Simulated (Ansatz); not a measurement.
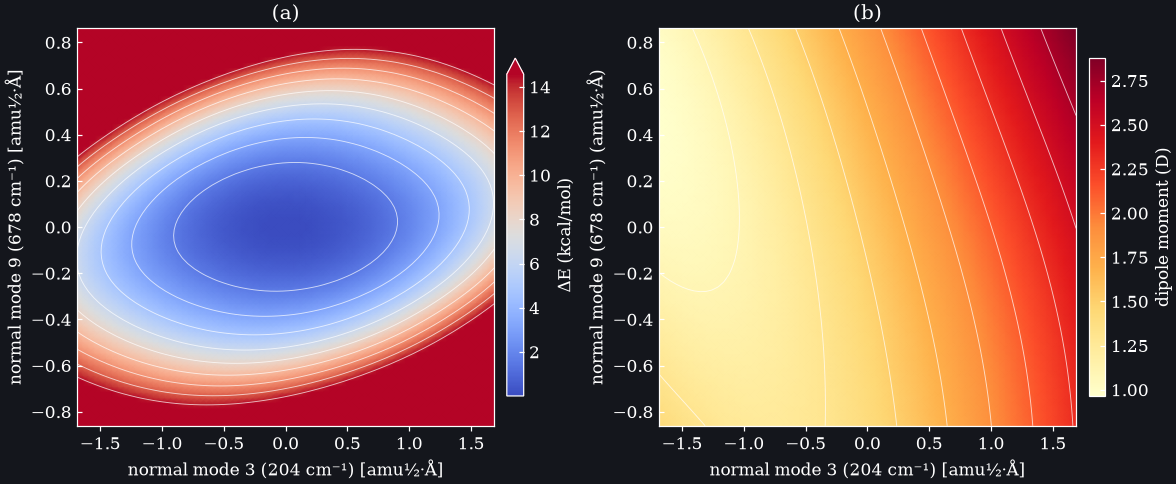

AlFH3NS, SMILES [NH2][Al]([F])[SH]. The first coordinate is: normal mode 3 (204 cm⁻¹); the second: normal mode 9 (678 cm⁻¹). Nothing is relaxed (straight displacements along the two mass-weighted modes). Grid: 9 × 9 points. Energies: kcal/mol, counted from the lowest grid point. Computed with RKS PBE0-D4/def2-TZVP in Ansatz 0.2.0.

Panel (a) is the energy and panel (b) the computed dipole moment on the same grid.

Drawn: a smooth colour map with a few white contour lines, one colour for all values above the top of the scale. Between grid points the surface is interpolated.

How does the dipole moment vary over the map, and what is it at the lowest grid point?

Answer. Leaving out the highest fifth of the energies, it runs from 0.97 D at normal mode 3 (204 cm⁻¹) = −1.69 amu½·Å, normal mode 9 (678 cm⁻¹) = 0.430 amu½·Å to 2.78 D at normal mode 3 (204 cm⁻¹) = 1.69 amu½·Å, normal mode 9 (678 cm⁻¹) = 0.646 amu½·Å. At the lowest grid point, normal mode 3 (204 cm⁻¹) = 0.00 amu½·Å, normal mode 9 (678 cm⁻¹) = 0.000 amu½·Å, it is 1.54 D.
